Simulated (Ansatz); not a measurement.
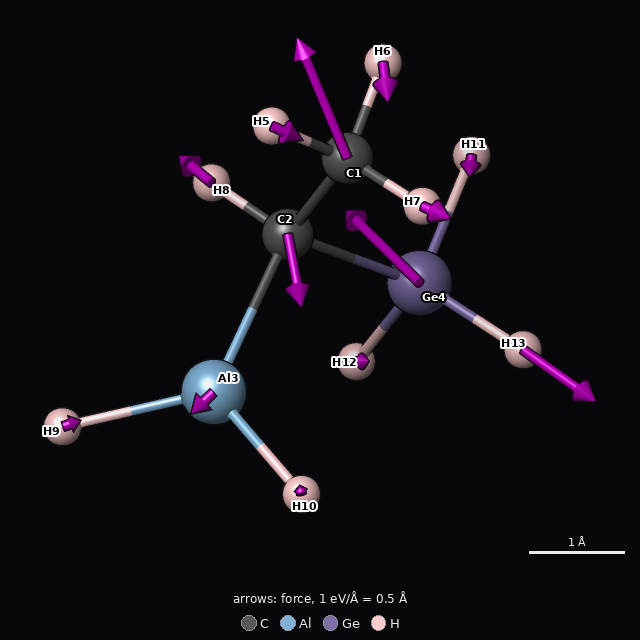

Starting geometry of C₂H₉AlGe (coarse preliminary run) with the computed forces as purple arrows. Style: ball-and-stick. Shown from a free direction.

The start comes from a force field.

Level of theory: RKS PBE-D4/def2-SVP in Ansatz 0.2.0. Settings: force threshold 0.03 eV/Å; at most 200 steps.

What follows when this structure is relaxed?

It isn't relaxed: the largest force vector, on Ge4, is 3.15 eV/Å. The final displacements have little in common with the starting forces (cosine between the two patterns 0.11). The energy falls by 0.373 eV in 15 accepted moves (16 points after the start). The largest force component goes from 3 to 0.016 eV/Å. The line search rejected the trial step at point 9 of the run. H9 moves most after the best rigid fit: 0.95 Å. Largest moves by element: H 0.95 Å, Ge 0.18 Å, C 0.12 Å, Al 0.07 Å. Near-neighbour distances that change, for instance: Ge4–H13 1.443 → 1.558 Å, C2–Ge4 1.938 → 1.988 Å, C1–C2 1.500 → 1.541 Å, Ge4–H11 1.597 → 1.556 Å. Bond angles that change, for instance: Ge4–C2–H8 112.7° → 103.0°, C1–C2–Al3 110.0° → 116.3°, H5–C1–H6 101.7° → 106.7°. Groups turn about C2–Al3 by about 40°. The run took 25 s on 4 threads of Arm Neoverse V2, on a shared host.
